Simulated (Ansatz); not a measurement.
From B to In: the vertical ionisation energy

One atom is swapped for its congeners: BH2Br `BBr`; AlH2Br `[AlH2][Br]`; GaH2Br `[GaH2][Br]`; InH2Br `[Br][InH2]`. All are singlets with charge 0.

Shapes, held fixed at every level: PBE0-D4/def2-TZVP. Programs: Ansatz 0.2.0. Values in eV.

```tsv
level	BH2Br	AlH2Br	GaH2Br	InH2Br
PBE-D4/def2-TZVPP	10.56	10.18	10.07	9.77
r2SCAN-D4/def2-TZVPP	10.69	10.37	10.26	9.95
wB97X-V/def2-TZVPP	10.88	10.82	10.56	10.24
B2PLYP/def2-TZVPP	10.83	10.67	10.45	10.13
MP2/def2-TZVPP	11.02	11.03	10.69	10.32
CCSD/def2-TZVPP	10.83	10.79	10.49	10.12
CCSD(T)/def2-TZVPP	10.87	10.81	10.52	10.16
```

At CCSD(T)/def2-TZVPP the vertical ionisation energy falls at every step, from 10.87 to 10.16 eV. 6 of 7 levels show this order throughout; 6 agree on the largest and the smallest. For atoms past krypton def2 sets carry core potentials with scalar relativity. Relativity is left out for Br, Ga unless named. Correlated rows may include outer-core shells of Br, Ga, In, which these sets cover unevenly. Spin-orbit splitting of the cation, tenths of an eV on Br, I, Se and Te, is left out.

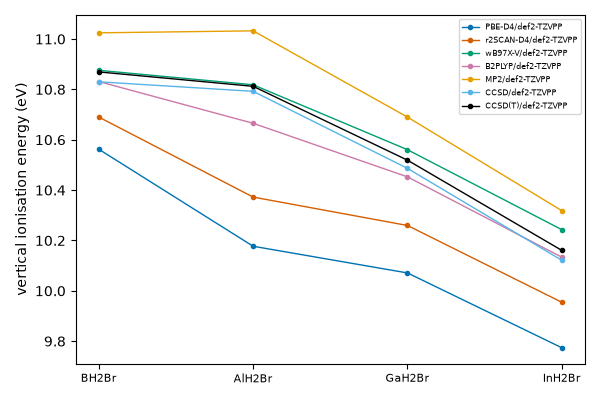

The trend along the series, level by level.
